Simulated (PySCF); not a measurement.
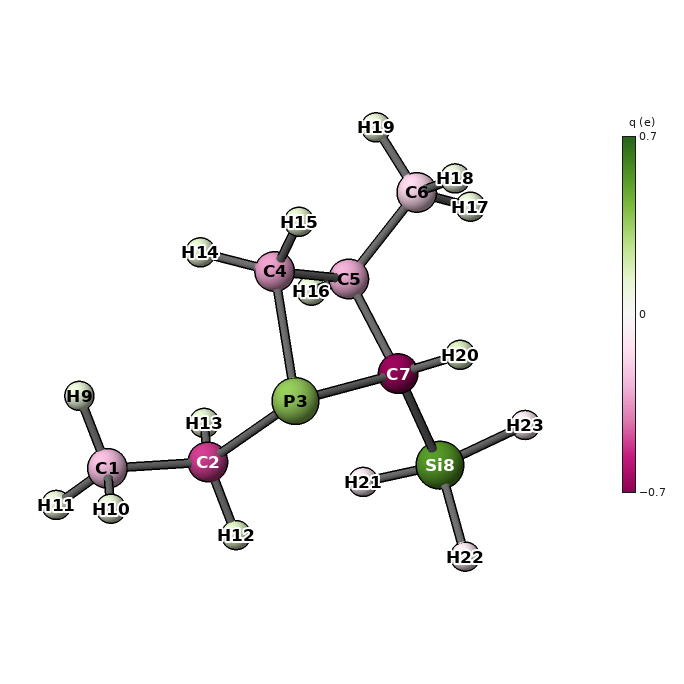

Atoms are coloured by their Mulliken charges. The computed structure is the end point of a GFN2-xTB optimisation. No frequency run is at hand to confirm it as a minimum. Level of theory: PBE0/pcSseg-1, gas phase (PySCF 2.14.0).

Q: Which atom carries the highest charge (most positive or least negative)?

A: Si8 (0.53 e).

Q: And the lowest?

A: C7 (−0.67 e).

Give the Mulliken charges atom by atom.

| atom | value (e) |
| --- | --- |
| C1 | −0.25 |
| C2 | −0.50 |
| P3 | 0.37 |
| C4 | −0.33 |
| C5 | −0.30 |
| C6 | −0.18 |
| C7 | −0.67 |
| Si8 | 0.53 |
| H9 | 0.11 |
| H10 | 0.12 |
| H11 | 0.12 |
| H12 | 0.16 |
| H13 | 0.15 |
| H14 | 0.14 |
| H15 | 0.14 |
| H16 | 0.13 |
| H17 | 0.12 |
| H18 | 0.10 |
| H19 | 0.12 |
| H20 | 0.17 |
| H21 | −0.08 |
| H22 | −0.08 |
| H23 | −0.08 |

Mulliken values depend strongly on the basis set and can even reverse the polarity of a bond. The geometry is semi-empirical. Around P, Si such bond lengths and angles can be off by a tenth of an ångström or more and by several degrees, and values that hang on the shape move with them.
